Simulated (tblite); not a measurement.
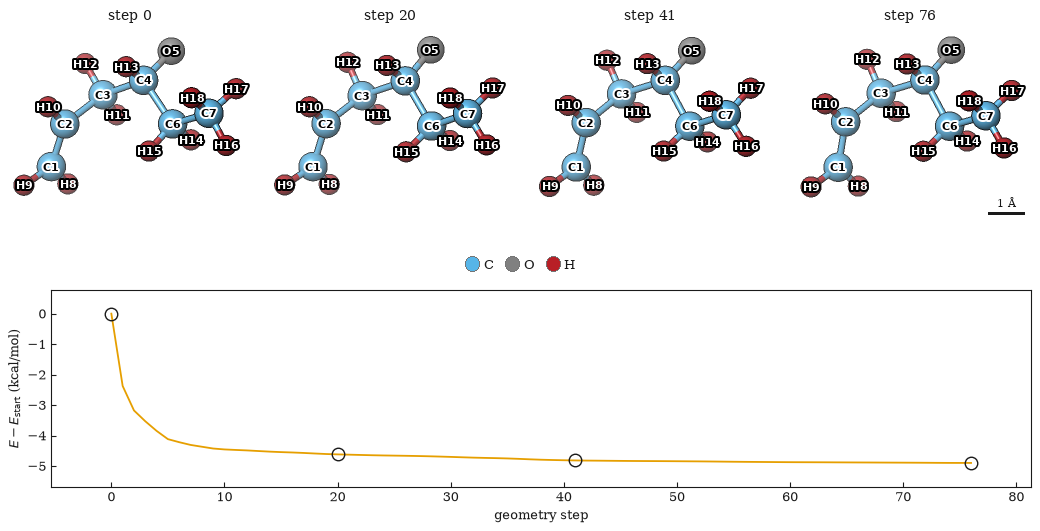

Frames of a relaxation of C6H11O (multiplicity 2), marked on the history of the run. A ball-and-stick model, seen at a tilt.

Level of theory: GFN2-xTB geometry optimisation, gas phase (tblite). 

Describe the path.

Answer. The atom that moves furthest after the best rigid fit is H8 (0.39 Å). Largest moves by element: H 0.39 Å, C 0.23 Å, O 0.04 Å. Some distances before and after: C3–C4 1.552 → 1.620 Å, C2–C3 1.527 → 1.473 Å, C4–O5 1.333 → 1.301 Å, C1–H8 1.092 → 1.078 Å. Bond angles that change, for instance: C4–C3–H12 111.1° → 104.6°, O5–C4–C6 109.1° → 115.3°, O5–C4–H13 118.1° → 112.6°. Over 76 geometry steps the energy falls by 4.90 kcal/mol. From step 0 to 20: H17 moves most (0.12 Å), energy −4.62 kcal/mol. From step 20 to 41: H9 moves most (0.16 Å), energy −0.20 kcal/mol. From step 41 to 76: H8 moves most (0.17 Å), energy −0.08 kcal/mol.

```
step  E − E(0), kcal/mol
   0                0.00
   1               -2.37
   2               -3.18
   3               -3.53
   4               -3.85
   5               -4.12
   6               -4.22
   7               -4.31
   8               -4.37
   9               -4.42
  10               -4.45
  13               -4.51
  17               -4.57
  20               -4.62
  24               -4.65
  27               -4.67
  31               -4.71
  34               -4.74
  38               -4.79
  41               -4.82
  45               -4.83
  48               -4.84
  52               -4.85
  55               -4.86
  59               -4.87
  62               -4.88
  66               -4.88
  69               -4.89
  73               -4.89
  76               -4.90
```
